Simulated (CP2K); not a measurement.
# MNDO run of CH5AlS (SMILES [CH3][AlH][SH])

What is the energy difference between two shapes of CH5AlS at MNDO? 

Program for the calculation: CP2K 2026.2.

2 further runs of the same task are left out: 2 set aside as unsound or not needed.

## Step 1: The structure to begin with

CH5AlS has 8 atoms, charge 0, and is taken as a singlet. SMILES: `[CH3][AlH][SH]`. Geometry: a GFN2-xTB relaxation, a rough one for these elements and not checked as a minimum. This is one conformer, not always the lowest.

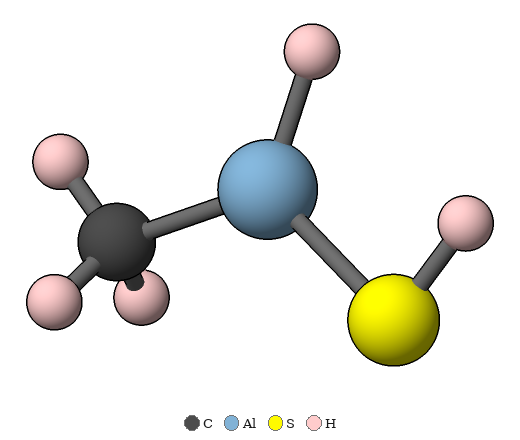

The structure, seen from a chosen angle (carbon dark grey, aluminium light blue, sulfur yellow, hydrogen pink).

## Step 2: Energy and gradient at MNDO

gas.inp reads:

```
&GLOBAL
    PROJECT gas
    RUN_TYPE ENERGY_FORCE
    PRINT_LEVEL MEDIUM
&END

&FORCE_EVAL
    METHOD QUICKSTEP
    &DFT
        # Quickstep
        &QS
            METHOD MNDO
            EPS_DEFAULT 1.0E-10
            &SE
                &COULOMB
                    CUTOFF [angstrom] 50
                    RC_RANGE [angstrom] 0
                &END
                &EXCHANGE
                    CUTOFF [angstrom] 50
                    RC_RANGE [angstrom] 0
                &END
            &END
        &END
        # no periodic images
        &POISSON
            PERIODIC NONE
            POISSON_SOLVER ANALYTIC
        &END
        &SCF
            SCF_GUESS ATOMIC
            EPS_SCF 1.0E-06
            MAX_SCF 150
            &DIAGONALIZATION
                ALGORITHM STANDARD
            &END
            &MIXING
                METHOD DIRECT_P_MIXING
                ALPHA 0.4
            &END
        &END
        &PRINT
            &MOMENTS
                PERIODIC F
                REFERENCE COM
                MAX_MOMENT 1
            &END
            &MO ON
                ENERGIES T
                OCCUPATION_NUMBERS T
                NDIGITS 6
                &EACH
                    QS_SCF 0
                &END
                ADD_LAST NUMERIC
            &END
            &HIRSHFELD OFF
            &END
        &END
    &END
    &SUBSYS
        # vacuum box
        &CELL
            ABC 19.5 20.5 18.4
            PERIODIC NONE
        &END
        &COORD
            SCALED T
            C    0.45114385   0.57036463   0.47163913
            Al   0.51341615   0.49827244   0.49918696
            S    0.48292128   0.41382512   0.56527120
            H    0.47789564   0.61051634   0.44455272
            H    0.42500590   0.59098561   0.51918315
            H    0.41040744   0.55415195   0.43472880
            H    0.58959256   0.49410805   0.47700435
            H    0.54609103   0.38948366   0.55944185
        &END
    &END
    # extra output
    &PRINT
        &FORCES ON
        &END
    &END
&END
```

Run with:

```sh
$ OMP_NUM_THREADS=1 cp2k.psmp -i gas.inp > gas.out 2>&1
```

The log of the run:

```text
CP2K| version string:                                       CP2K version 2026.2
[...]
 GLOBAL| Method name                                                        CP2K
[...]
 GLOBAL| Run type                                                   ENERGY_FORCE
[...]
                             - Atoms:                                          8
[...]
                             - Spherical basis functions:                     17
[...]
 Number of electrons:                                                         18
[...]
     1 P_Mix/Diag. 0.40E+00    0.0     0.82112139       -13.5315856240 -1.35E+01
[...]
    17 DIIS/Diag.  0.70E-07    0.0     0.00000010       -17.4759563249 -9.13E-13
  *** SCF run converged in    17 steps ***
  Core-core repulsion energy [eV]:                            680.24354276141958
  Core Hamiltonian energy [eV]:                              -733.83121148865928
  Two-electron integral energy [eV]:                         -843.91457417771073
  Electronic energy [eV]:                                   -1155.78849857751470
  Total energy [eV]:                                         -475.54495581609507
  Atomic reference energy [eV]:                               475.56210975294726
  Heat of formation [kcal/mol]:                                 0.39557921262685
[...]
 SE_DIPOLE| Moment [Debye]         -0.89320286      -1.04106688       0.91674054
 SE_DIPOLE| Derivative [a.u.]       0.00000000       0.00000000       0.00000000
 ENERGY| Total FORCE_EVAL ( QS ) energy [hartree]            -17.475956324856959
 FORCES| Atomic forces [hartree/bohr]
 FORCES|   Atom     x               y               z               |f|
 FORCES|      1  2.42125106E-02 -3.37955627E-02  1.32019075E-02   4.36196755E-02
 FORCES|      2 -9.39712298E-03  4.15766195E-03  1.42855553E-04   1.02767933E-02
 FORCES|      3  3.50602962E-02  3.02180473E-02 -2.94028028E-02   5.48350213E-02
 FORCES|      4  8.25887721E-03  2.74985879E-03 -2.73258415E-03   9.12347480E-03
 FORCES|      5  2.50989533E-04 -1.32729823E-04  8.49629034E-03   8.50103303E-03
 FORCES|      6 -2.26549777E-03 -7.44680325E-03 -4.94593734E-03   9.22223698E-03
 FORCES|      7 -3.49317162E-02  3.71369523E-03  8.55675076E-03   3.61556954E-02
 FORCES|      8 -2.11883366E-02  5.35832512E-04  6.68352017E-03   2.22239098E-02
 FORCES| Sum    -2.77555756E-17 -2.27248775E-16  1.87350135E-16
 FORCES| Total atomic force                                       2.95825035E-16
[...]
```

Run time: 0.26 s. Hardware: 1 thread of Arm Neoverse V1, shared host.

## Step 3: The distorted shape

molecule.inp reads:

```
&GLOBAL
  PROJECT molecule
  RUN_TYPE ENERGY_FORCE
  PRINT_LEVEL MEDIUM
&END GLOBAL

&FORCE_EVAL
  METHOD QUICKSTEP
  &DFT
    CHARGE 0
    MULTIPLICITY 1
    # Quickstep
    &QS
      METHOD MNDO
      EPS_DEFAULT 1.0E-10
      &SE
        &COULOMB
          CUTOFF [angstrom] 50
          RC_RANGE [angstrom] 0
        &END COULOMB
        &EXCHANGE
          CUTOFF [angstrom] 50
          RC_RANGE [angstrom] 0
        &END EXCHANGE
      &END SE
    &END QS
    &POISSON
      PERIODIC NONE
      POISSON_SOLVER ANALYTIC
    &END POISSON
    &SCF
      SCF_GUESS ATOMIC
      EPS_SCF 1.0E-06
      MAX_SCF 150
      &DIAGONALIZATION
        ALGORITHM STANDARD
      &END DIAGONALIZATION
      &MIXING
        METHOD DIRECT_P_MIXING
        ALPHA 0.4
      &END MIXING
    &END SCF
    # extra output
    &PRINT
      &MOMENTS
        PERIODIC F
        REFERENCE COM
        MAX_MOMENT 1
      &END MOMENTS
      &MO ON
        ENERGIES T
        OCCUPATION_NUMBERS T
        NDIGITS 6
        &EACH
          QS_SCF 0
        &END EACH
        ADD_LAST NUMERIC
      &END MO
      &HIRSHFELD OFF
      &END HIRSHFELD
    &END PRINT
  &END DFT
  # structure
  &SUBSYS
    &CELL
      ABC [angstrom] 19.5 20.6 18.5
      PERIODIC NONE
    &END CELL
    &COORD
      SCALED T
      C    0.45740897   0.57035427   0.47262041
      Al   0.52803272   0.49518675   0.49954343
      S    0.48616677   0.41501874   0.56238532
      H    0.48142677   0.61056990   0.45444354
      H    0.42690113   0.58932165   0.52124900
      H    0.40946774   0.55522845   0.43320186
      H    0.59053226   0.49420859   0.47694078
      H    0.54756703   0.38943010   0.56679814
    &END COORD
  &END SUBSYS
  # extra output
  &PRINT
    &FORCES ON
    &END FORCES
  &END PRINT
&END FORCE_EVAL
```

Run with:

```sh
$ OMP_NUM_THREADS=1 cp2k.psmp -i molecule.inp > molecule.out 2>&1
```

The log of the run:

```text
CP2K| version string:                                       CP2K version 2026.2
[...]
 GLOBAL| Method name                                                        CP2K
[...]
 GLOBAL| Run type                                                   ENERGY_FORCE
[...]
                             - Atoms:                                          8
[...]
                             - Spherical basis functions:                     17
[...]
 Number of electrons:                                                         18
[...]
     1 P_Mix/Diag. 0.40E+00    0.0     0.80972346       -13.5262738963 -1.35E+01
[...]
    17 DIIS/Diag.  0.37E-06    0.0     0.00000076       -17.4410095148 -3.01E-11
  *** SCF run converged in    17 steps ***
  Core-core repulsion energy [eV]:                            678.43004240356595
  Core Hamiltonian energy [eV]:                              -731.89588446148286
  Two-electron integral energy [eV]:                         -842.25632539103754
  Electronic energy [eV]:                                   -1153.02404715700186
  Total energy [eV]:                                         -474.59400475343574
  Atomic reference energy [eV]:                               475.56210975294726
  Heat of formation [kcal/mol]:                                22.32503341634401
[...]
 SE_DIPOLE| Moment [Debye]         -1.89182898      -0.69445953       0.60240404
 SE_DIPOLE| Derivative [a.u.]       0.00000000       0.00000000       0.00000000
 ENERGY| Total FORCE_EVAL ( QS ) energy [hartree]            -17.441009514814152
 FORCES| Atomic forces [hartree/bohr]
 FORCES|   Atom     x               y               z               |f|
 FORCES|      1 -6.83170167E-02 -9.98130035E-02  3.25701058E-02   1.25262374E-01
 FORCES|      2 -1.10836320E-01  2.94523951E-02  1.00364282E-02   1.15121081E-01
 FORCES|      3  3.08197995E-02  3.00655043E-02 -2.30155681E-02   4.88212143E-02
 FORCES|      4  4.17548909E-02  5.60554293E-02 -3.61651874E-02   7.86994463E-02
 FORCES|      5  1.78802913E-02 -1.87495820E-02 -1.17810962E-02   2.84613048E-02
 FORCES|      6  6.07762592E-02  9.63773410E-03  3.43238497E-02   7.04610975E-02
 FORCES|      7  3.78600000E-02 -9.95213825E-04 -1.07345941E-02   3.93649789E-02
 FORCES|      8 -9.93790463E-03 -5.65326345E-03  4.76606226E-03   1.23869563E-02
 FORCES| Sum    -1.52655666E-16 -9.36750677E-17 -2.35922393E-16
 FORCES| Total atomic force                                       2.96206256E-16
[...]
```

It took 0.26 s on 1 thread of Arm Neoverse V1, shared host.

## Step 4: Outcome

Level: MNDO.

| quantity | value |
| --- | --- |
| first shape: total energy | -17.47596 Eh |
| first shape: dipole moment | 1.65 D |
| first shape: HOMO energy | -9.85 eV |
| first shape: heat of formation at this unrelaxed shape | 0.4 kcal/mol |
| first shape: largest force on an atom | 2.820 eV/Å |
| distorted shape: total energy | -17.44101 Eh |
| distorted shape: dipole moment | 2.10 D |
| distorted shape: HOMO energy | -9.89 eV |
| distorted shape: heat of formation at this unrelaxed shape | 22.3 kcal/mol |
| distorted shape: largest force on an atom | 6.441 eV/Å |
| energy change with the atoms displaced | 0.951 eV |

In words: With the atoms displaced the energy rises by 0.95 eV (91.8 kJ/mol). The first shape isn't relaxed at this level, so the change isn't measured from a minimum. The largest force (first shape) is 2.82 eV/Å: the shape isn't a stationary point for this species at this level.
